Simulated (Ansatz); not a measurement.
AlB2-type MgB₂, treated with PBE-D3(BJ) (PAW; Ansatz, a first-principles code).

Run with plane-wave cutoff 520 eV, 24×24×16 k mesh (along the axes of the cell as run), Fermi–Dirac smearing 0.05 eV, scalar-relativistic PAW data made under PBE.

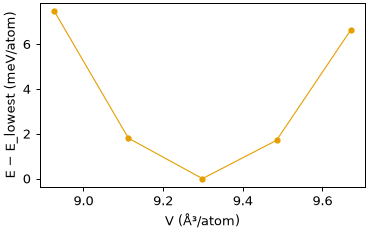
*Total energy against volume*

### Question
From the curve, estimate the equilibrium volume and the bulk modulus.

### Answer
V0 ≈ 9.3 Å³/atom and B0 ≈ 150 GPa; the fit gives V0 = 9.298 Å³/atom, B0 = 151 GPa, B′ = 3.6.

Shape and atoms are relaxed at each volume.

Measured, for comparison: bulk modulus 151 ± 5 GPa (room temperature, not corrected to a static lattice, B' fixed at 4, our sources range from 147 to 151; as tabulated in Vogt et al. (2001), arXiv:cond-mat/0102480). Computed (rounded) less measured: bulk modulus 0.0 % (0.0 % to +3 % over the range).

Note: the bulk modulus comes from volumes at which shape and atoms were relaxed.

Computed values are for the static lattice.
